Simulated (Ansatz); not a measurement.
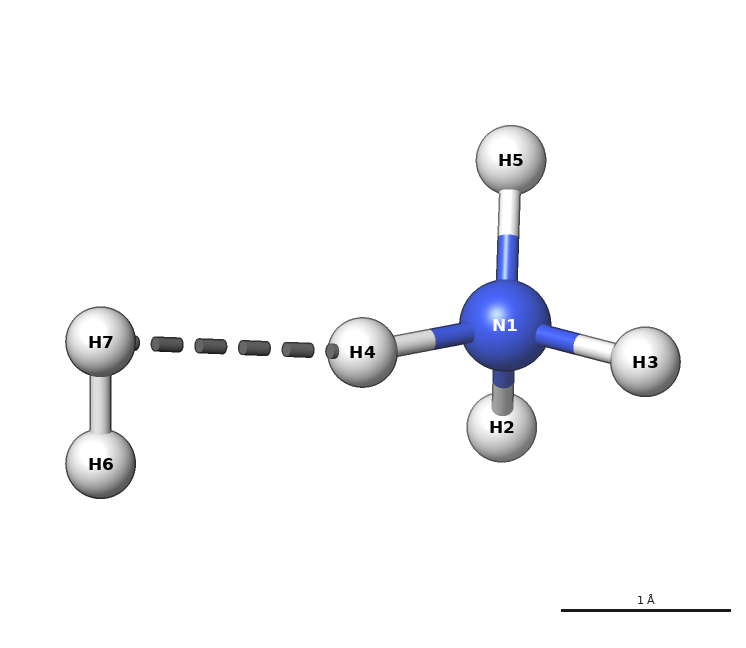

Two molecules or ions; the broken line marks their closest contact (measured against van der Waals radii). The species has charge +1 and is a spin singlet. The geometry was computed by an optimisation with PBE0-D4/def2-TZVP. Program: Ansatz 0.2.0.

Question: Which two species are they?

Answer: NH4 and H2 (`[H][H].[NH4+]`).

Question: How long is the contact?

Answer: H4···H7 is 1.93 Å.

Give the counterpoise-corrected interaction energy (kJ/mol, monomers kept as in the pair) with CCSD(T)/CBS (MP2 limit from def2-TZVPPD and def2-QZVPPD plus CCSD(T) − MP2); RHF-CCSD(T) (frozen core)/def2-TZVPPD; PBE0-D4/def2-TZVPPD; RHF/STO-3G; ωB97X-V/def2-TZVPPD; RHF-MP2 (frozen core)/def2-QZVPPD; r2SCAN-D4/def2-TZVPPD.

| level | interaction energy (kJ/mol) |
| --- | --- |
| CCSD(T)/CBS (MP2 limit from def2-TZVPPD and def2-QZVPPD plus CCSD(T) − MP2) | −10.7 |
| RHF-CCSD(T) (frozen core)/def2-TZVPPD | −9.9 |
| PBE0-D4/def2-TZVPPD | −12.9 |
| RHF/STO-3G | +1.3 |
| ωB97X-V/def2-TZVPPD | −11.1 |
| RHF-MP2 (frozen core)/def2-QZVPPD | −10.4 |
| r2SCAN-D4/def2-TZVPPD | −10.5 |
